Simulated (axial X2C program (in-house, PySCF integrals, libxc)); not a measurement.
# Run report: InBe⁻, relativistic diatomic calculation

- system: InBe⁻, single determinant with Ω = 1 (not the lowest found).
- method: PBE0, two-component X2C with atomic mean-field Coulomb and Gaunt terms, In dyall-av4z, Be dyall-av4z (cores contracted) (axial X2C program (in-house, PySCF integrals, libxc))

### The input
```
{"zs": [49, 4], "q": -1, "bas": ["dyall-av4z", "dyall-av4z"], "levels": ["PBE0", "HF", "B97-3", "BHandHLYP"], "cc": false, "r0": 2.44, "npts": 10, "nst": 2, "ntry": 6}
```

The line is the task of a batch: nuclear charges, charge, bases, the levels to run, a first guess of the distance and further settings. This report covers PBE0 with spin-orbit coupling. The log is that of the reference distance 2.433 Å.

Hardware: 1 CPU thread, shared host.

The run was one of a batch that the task file lists, launched with:
```bash
python <driver script> task.json out
```

### The program's output
```
two-component X2C + atomic mean field  PBE0
basis functions 279  fitting functions 1188  grid points 5081
iter        total energy     max residual
   1      -5891.895185394     1.34e+00
   2      -5892.883602244     8.85e-03
   3      -5892.883464277     8.85e-03
   4      -5892.887337723     1.23e-03
   5      -5892.887407107     4.11e-04
   6      -5892.887415725     1.56e-04
   7      -5892.887416693     7.34e-05
   8      -5892.887416935     2.44e-05
   9      -5892.887416996     1.02e-05
  10      -5892.887417005     2.55e-06
  11      -5892.887417005     6.91e-07
converged
one-electron -8200.90943773  Coulomb 2432.47100547  exact exchange -40.33257328  xc functional -123.46997088  nuclear repulsion 42.62997671  atomic mean-field constant -3.27641730
```

### The points of the curve

| R (Å) | E (hartree) | dipole (D; origin at the first atom, positive when the second is positive) | highest filled (eV) | lowest empty (eV) |
| --- | --- | --- | --- | --- |
| 2.117 | −5892.865372 | −4.90 | 0.61 | 1.37 |
| 2.214 | −5892.875846 | −5.19 | 0.59 | 1.44 |
| 2.287 | −5892.881241 | −5.40 | 0.57 | 1.49 |
| 2.360 | −5892.884988 | −5.60 | 0.55 | 1.52 |
| 2.433 | −5892.887417 | −5.79 | 0.54 | 1.55 |
| 2.518 | −5892.888960 | −6.00 | 0.52 | 1.58 |
| 2.603 | −5892.889441 | −6.19 | 0.51 | 1.60 |
| 2.713 | −5892.888944 | −6.40 | 0.51 | 1.62 |
| 2.847 | −5892.887228 | −6.62 | 0.50 | 1.63 |

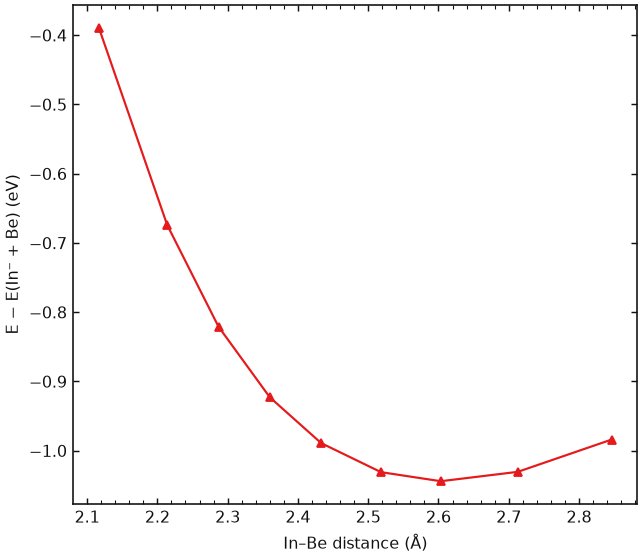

*Energy at 9 bond lengths, for one set of occupations held fixed; the line joins the points.*

A polynomial of degree 6 through 8 points gives rₑ = 2.609 Å, ωₑ = 304.9 cm⁻¹, ωₑxₑ = 3.2 cm⁻¹ and Bₑ = 0.2964 cm⁻¹. The minimum lies 1.04 eV below In⁻ + Be, each computed as one determinant at the same level.

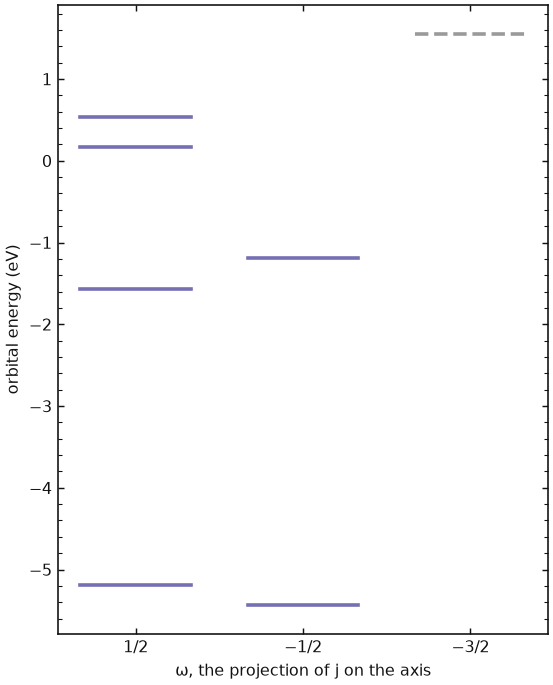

*Orbital energies near the frontier at 2.43 Å, filled (solid) and empty (dashed).*

The highest filled spinor (1/2; 39 % Be p, 30 % In p) lies at 0.54 eV, the lowest empty one (−3/2; 55 % In p, 38 % Be p) at 1.55 eV. A filled level above zero is held only by the finite basis .

### Summary

- outcome: converged; a filled level lies above zero
- bond length rₑ: 2.609 Å
- ωₑ: 304.9 cm⁻¹
- energy at the minimum: −5892.88944 hartree
- depth below the fragments: 1.04 eV
- wall time: 22 s

### Remarks

The highest filled level (PBE0, up to 0.61 eV) lies above zero. That is common for anions, where the functional's self-interaction leaves the outer electrons unbound; only the finite basis holds them, so such levels depend on it. Caveats: 9 of the 10 points asked for were kept.
